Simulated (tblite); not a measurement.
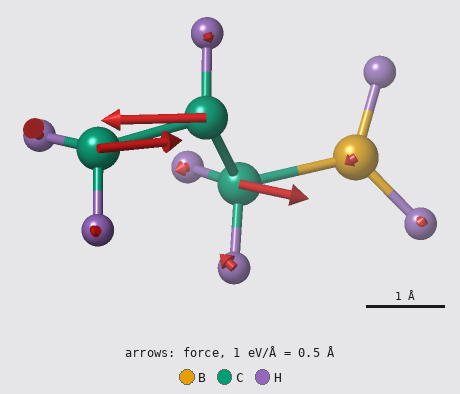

Starting geometry of C3H7B (charge −1, multiplicity 2) with the computed forces as red arrows. Style: ball-and-stick. Shown at a tilt.

Method: GFN2-xTB geometry optimisation, gas phase (tblite). 

Question: Is this structure relaxed? If not, where do the atoms go?

Answer: It isn't relaxed: the largest force vector, on a C atom, is 2.72 eV/Å. The final displacements have little in common with the starting forces (cosine between the two patterns 0.14). An H atom moves most after the best rigid fit: 2.44 Å. Largest moves by element: H 2.44 Å, C 0.84 Å, B 0.75 Å. Near-neighbour distances that change, for instance: B–C 2.555 → 1.693 Å, C–C 1.518 → 1.430 Å, C–C 1.547 → 1.510 Å, C–H 1.112 → 1.094 Å. Bond angles that change, for instance: B–C–C 109.6° → 66.4°, B–C–H 109.8° → 122.6°, B–C–H 109.1° → 120.7°. Over 114 geometry steps the energy falls by 244.7 kJ/mol. The run took 1.4 s on 1 thread of AMD EPYC, with other jobs on the host.
